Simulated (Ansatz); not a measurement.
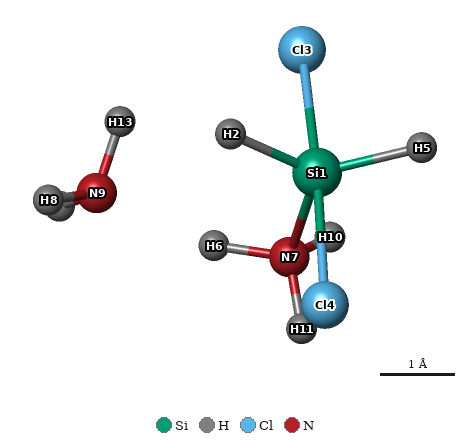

Figure 1. The input geometry (ball-and-stick view, seen at a tilt; atoms are numbered from 1 in the order of the input).

SiN$_{2}$H$_{8}$Cl$_{2}$: single-point calculation

System: SiN$_{2}$H$_{8}$Cl$_{2}$.
Method: RKS PBE0-D4/def2-TZVPP (Ansatz 0.2.0).

The geometry is the reactant side of a reaction. The reaction was set up to form Si1–N7, H6–N9 and H2–H8 and to break Si1–H2, H6–N7 and H8–N9 (atoms counted from 1 in the order of the input); sticks are drawn by distance alone. The geometry comes from this level: PBE0-D4/def2-TZVP.

Input
```yaml
crystal:
  periodic: [false, false, false]
  atoms:
    - {symbol: Si, position_ang: [-0.449132, 1.055372, 1.091306]}
    - {symbol: H, position_ang: [-1.052457, -0.146981, 1.686637]}
    - {symbol: Cl, position_ang: [-1.966779, 0.973152, -0.597699]}
    - {symbol: Cl, position_ang: [1.218904, 1.049804, 2.547283]}
    - {symbol: H, position_ang: [-0.784488, 2.463202, 1.345859]}
    - {symbol: H, position_ang: [0.669677, -0.260381, -0.582414]}
    - {symbol: N, position_ang: [0.816235, 0.740376, -0.256425]}
    - {symbol: H, position_ang: [-0.021741, -2.517273, -0.282500]}
    - {symbol: N, position_ang: [-0.037409, -1.816182, -1.013742]}
    - {symbol: H, position_ang: [0.629322, 1.342007, -1.054338]}
    - {symbol: H, position_ang: [1.760251, 0.872608, 0.096900]}
    - {symbol: H, position_ang: [0.212057, -2.273944, -1.881750]}
    - {symbol: H, position_ang: [-0.994542, -1.481861, -1.099218]}
basis:
  gaussian: {orbitals: def2-TZVPP}
hamiltonian: {xc: pbe0, dispersion: d4}
output: {orbitals: {seedname: orbitals}}
```

Machine: 8 threads of Intel Xeon @ 2.50GHz, 180 GiB of memory available, shared host.

Command:
```bash
ansatz run in.yaml --threads 8 --pin off --events-out ev --progress --plain --max-ram 19148MiB
```

Output
```
Functional definition: PBE0
  name "PBE0"
  cite "Adamo & Barone, J. Chem. Phys. 110, 6158 (1999) doi:10.1063/1.478522"
  cite "Perdew, Burke & Ernzerhof, Phys. Rev. Lett. 77, 3865 (1996) doi:10.1103/PhysRevLett.77.3865"
  parent pbe
  parameter a = 0.25
  parameter kappa = 0.804
  parameter beta = 0.06672455060314922
  exchange = (1 - a)*pbe_x(kappa = kappa, mu = beta*pi^2/3) + a*exact_x
  correlation = pbe_c(beta = beta)
1723 factors; their error is unknown
mean field evaluation 1: about -36015.6891 eV, gradient 6.8e1 eV
mean field evaluation 2: about -36011.0225 eV, gradient 8.0e1 eV
mean field evaluation 4: about -36023.9073 eV, gradient 2.7e0 eV
mean field evaluation 8: about -36023.9210 eV, gradient 2.8e-2 eV
mean field evaluation 16: about -36024.0035 eV, gradient 4.7e-5 eV
mean field -36024.00345234 eV, -1323.8577089268 hartree, gradient 4.7e-5 eV, S^2 0.000000; 0 other end points of the search recorded, 0 dependent functions left out
reference -36024.00348617 eV, -1323.8577101701 hartree; 35, 35 occupied and 265, 265 virtual orbitals, 1723 factors
Total energy: -36024.27630196 eV, -1323.8677359656 hartree
```

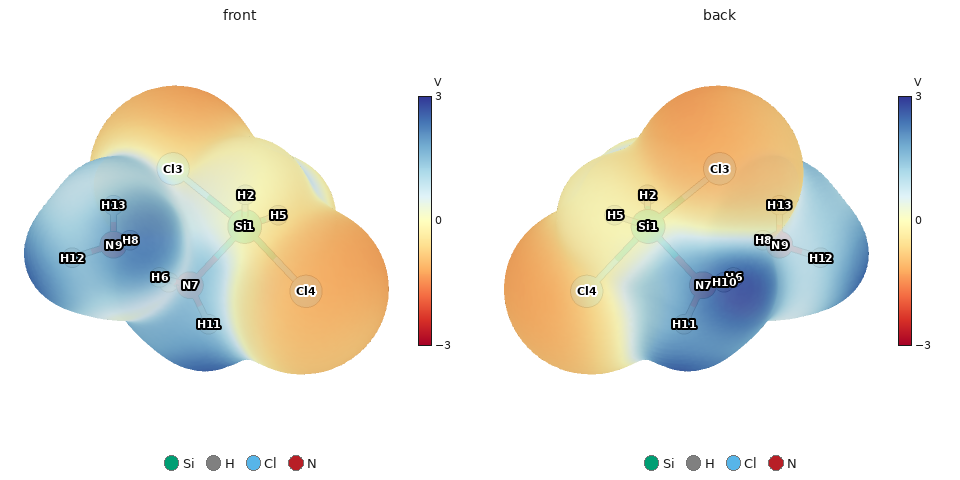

Figure 2. The electrostatic potential painted on the density surface at 0.002 e/bohr³, seen at a tilt and from behind; red is negative and blue positive. A positive charge is drawn to the negative regions and a negative charge to the positive ones.

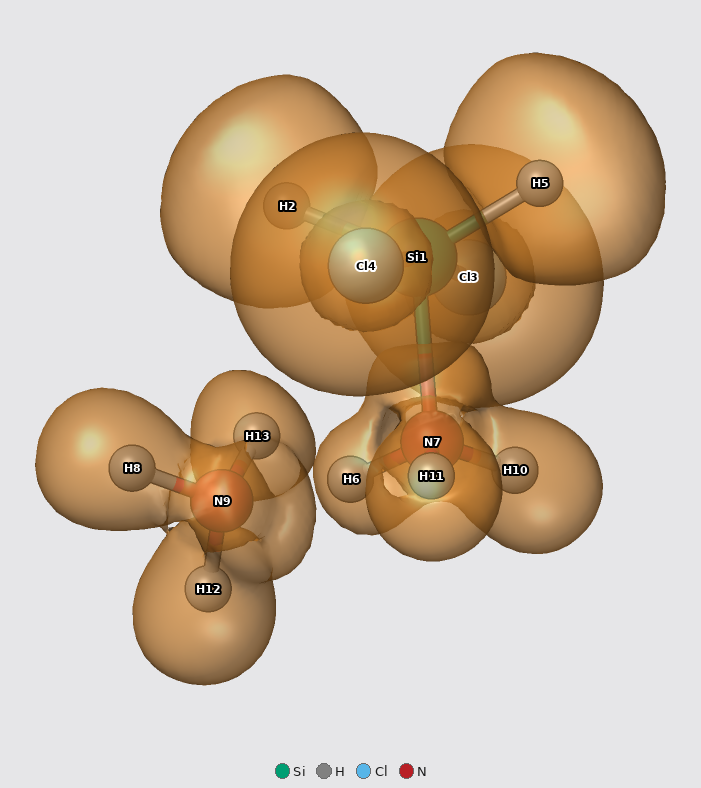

Figure 3. Isosurface of the electron localisation function at 0.75 (orange), seen at an oblique angle. Core shells and regions of very low density are left out. Along the contacts the grid gives the following. N9···H6 (1.76 Å): the ELF is only about 0.30 between them; by its geometry a hydrogen bond between the two molecules, with no shared pair. Si–N (1.88 Å): the ELF peaks at about 0.95 between the atoms, which marks a polar covalent bond.

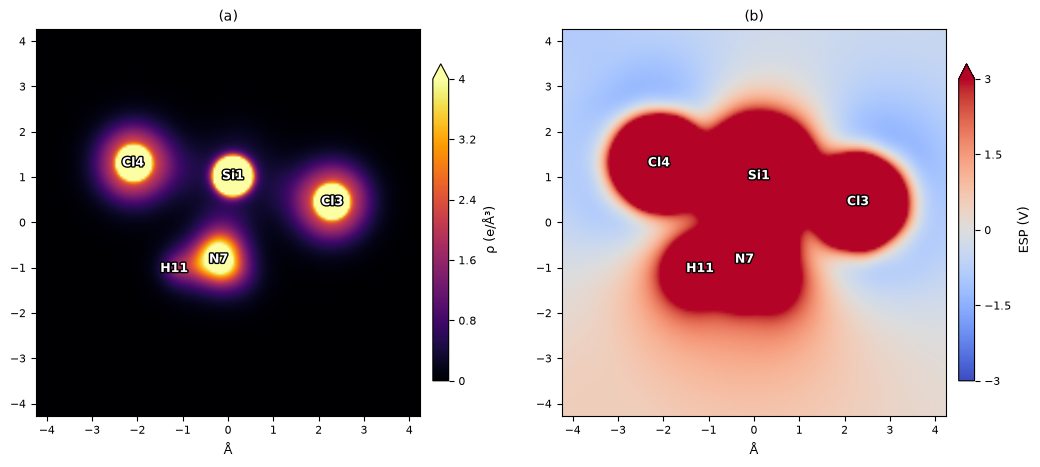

Figure 4. (a) total electron density; (b) molecular electrostatic potential on the plane of atoms Cl4, Si1 and N7. The section cuts through Si, Cl, N and H sites. Si–N (1.88 Å): ρ is about 0.86 e/Å³ halfway. Si–Cl (2.21 Å): ρ at the midpoint is about 0.69 e/Å³, with its minimum of 0.5 e/Å³ about 0.8 Å from Si. N–H (1.02 Å): ρ is about 3 e/Å³ halfway, with its minimum of 2.3 e/Å³ about 0.8 Å from N.

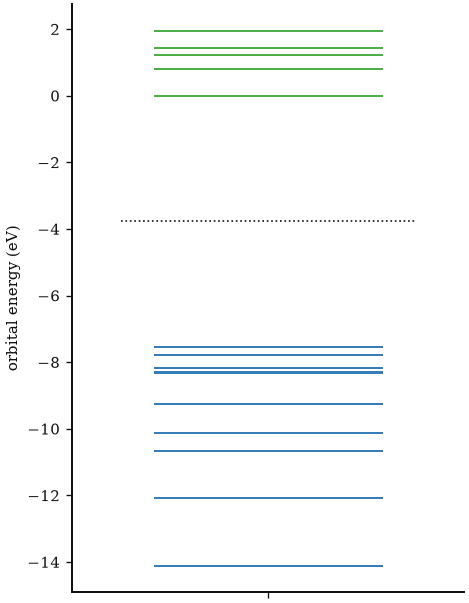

Figure 5. Orbital energies near the frontier; the dotted line parts filled from empty levels, and levels within 0.02 eV of each other stand side by side. Highest filled −7.55 eV, lowest empty 0.00 eV, 7.55 eV apart.

Results in brief

```csv
quantity,value
outcome,converged
total energy,−36024.2763 eV
mean-field energy,−36024.0035 eV
dispersion energy,−0.2728 eV
SCF solution under orbital rotations,stable
HOMO,−7.55 eV
LUMO,0.00 eV
wall time,6 s (CPU time 34 s)
peak memory,1 GiB
```
